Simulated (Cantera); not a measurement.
A closed system holds: 1 mol CH₃Cl, 0.24 mol CH₄, at 1423 K.

These are equilibrium values from Cantera (NASA tables, ideal gas, pure condensed phases), not measurements of a reactor. Candidate condensed phases: C, C₆H₆, C₇H₈, C₈H₁₈; 91 gas species. Rates play no part.

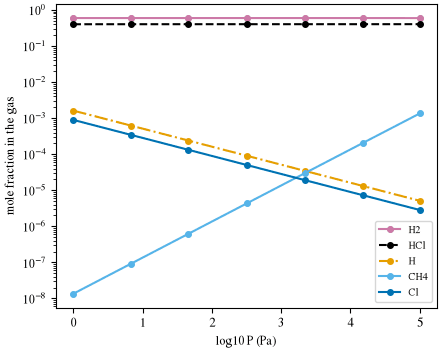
*Equilibrium gas composition (values under 1e-9 drawn at 1e-9)*

Question: Read off the mole fractions at 320 Pa.

Answer: H₂ about 0.60, HCl about 0.40, H about 9.1e-5, Cl about 5.0e-5, CH₄ about 4.3e-6.
